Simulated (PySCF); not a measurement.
Consider C$_{2}$H$_{10}$Si$_{2}$.

Input

```
{"job": {"kind": "sp", "xc": "M06-2X", "basis": "def2-TZVP", "grid": 3}, "charge": 0, "multiplicity": 1}
C     -2.536104     0.231945     0.325809
Si    -0.961726    -0.614423    -0.277291
Si     0.961644     0.614443     0.271356
C      2.535827    -0.231927    -0.332258
H     -2.634831     1.233318    -0.120095
H     -2.522431     0.344635     1.420530
H     -3.425480    -0.355674     0.051655
H     -0.851125    -1.984161     0.324288
H     -1.011573    -0.794003    -1.765813
H      1.012143     0.794487     1.759794
H      0.850536     1.983977    -0.330611
H      2.636314    -1.232008     0.116145
H      2.520261    -0.347586    -1.426645
H      3.425140     0.357277    -0.061325
```

Run with:

```sh
OMP_NUM_THREADS=1 python redox_run.py task.json out
```

Geometry: PBE0-D3(BJ)/def2-SVP.

Computed with DFT single point, gas phase, functional M06-2X in PySCF.

**What can the converged electron density and electron localisation function tell about the bonding?**

C–Si (1.89 Å): ρ at the midpoint is about 0.92 e/Å³; the ELF peaks at about 0.95 between the atoms; a covalent bond.
Si–Si (2.35 Å): ρ is about 0.65 e/Å³ halfway; the ELF peaks at about 1 between the atoms; a shared electron pair.
C–H (1.10 Å): ρ is about 1.9 e/Å³ halfway; the ELF climbs to about 1 towards the hydrogen, as it does in any bond to H (an ordinary covalent bond to hydrogen).

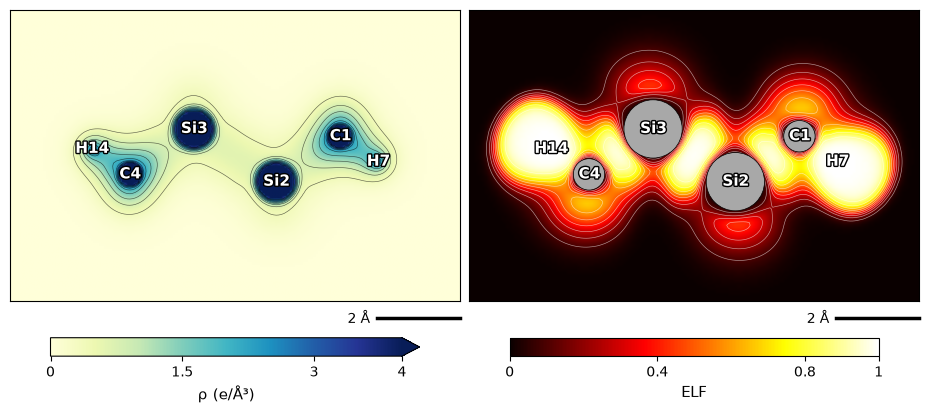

Computed electron density and electron localisation function on the plane of atoms Si3, C4 and H14, in this order. Grey discs cover the atomic cores in the ELF map. 
